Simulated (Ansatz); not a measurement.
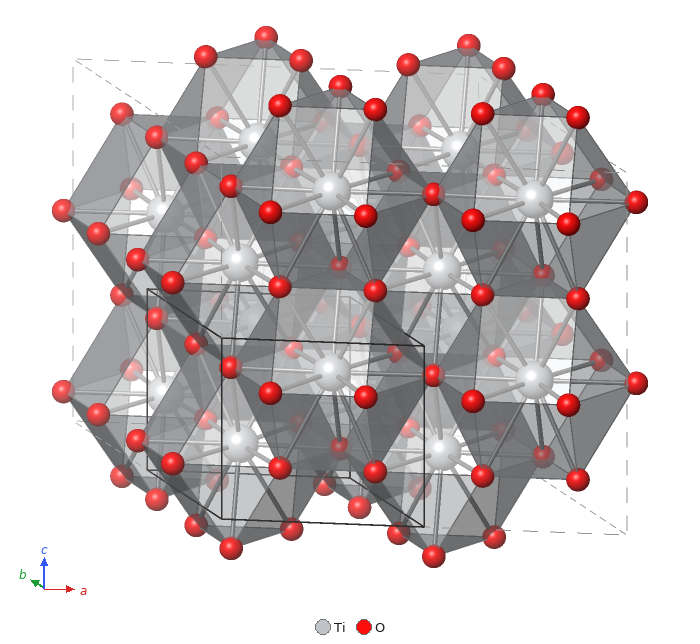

Polyhedra are drawn about Ti (bonds: O–Ti below 2.6 Å); other atoms are plain spheres.

TiO₃ (space group P6_3/mmc, No. 194). Coordinates: coordinates from a relaxation with DFT PBE, scalar-relativistic, plane waves, PAW (Ansatz 0.2.0); the starting structure was generated, so it need not be a known form of this composition.

> What figure surrounds each Ti atom, and what does it share with the other drawn polyhedra?

Ti: TiO12 anticuboctahedron, sharing corners with six neighbours and faces with eight neighbours.

> What is the connectivity of the polyhedra: isolated, groups, chains, layers or framework?

They form a three-dimensional framework of corner- and face-sharing anticuboctahedra.

> How far apart are the centres of linked polyhedra?

Centre to centre across a shared corner: 4.38 Å; across a shared face: 3.22 to 4.00 Å.
